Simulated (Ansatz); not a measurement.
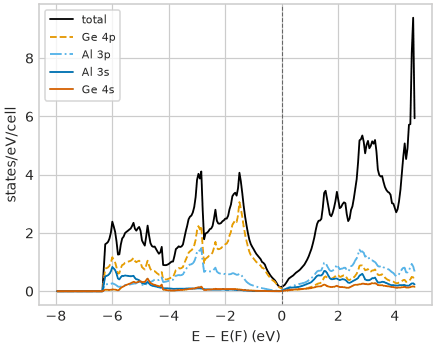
Total and projected density of states of CaAl2Ge2 in space group P-3m1 (No. 164; Ca on 1a, Al on 2d, Ge on 2d), the program Ansatz at the r²SCAN level (PAW)

Problem. Which orbitals carry the states next to the Fermi level?

Solution. Within 0.5 eV of the Fermi level: Ge 4p 45 %, Al 3p 20 %, Al 3s 13 %, Ge 4s 6 %, outside the projected shells 15 %. Projections are on Löwdin-orthogonalised atomic valence shells; empty p or d shells of many metals are not among them.

Problem. Where is the tallest occupied peak in this window, and what makes it?

Solution. Near -2.8 eV, about 4.1 states/eV per cell; the largest projected share is Ge 4p.

The workflow started from a Materials Project entry (that database holds measured and hypothetical structures alike); the Crystallography Open Database files this formula in space group No. 164, but the cells were not matched. Its standing as an ambient phase is unchecked. The r²SCAN relaxation kept the symmetry of its start; its stability against distortions is not shown here. Scalar-relativistic: spin–orbit coupling is off unless named, which matters more the heavier the elements.

Potentials: the later of the program's two PAW sets.
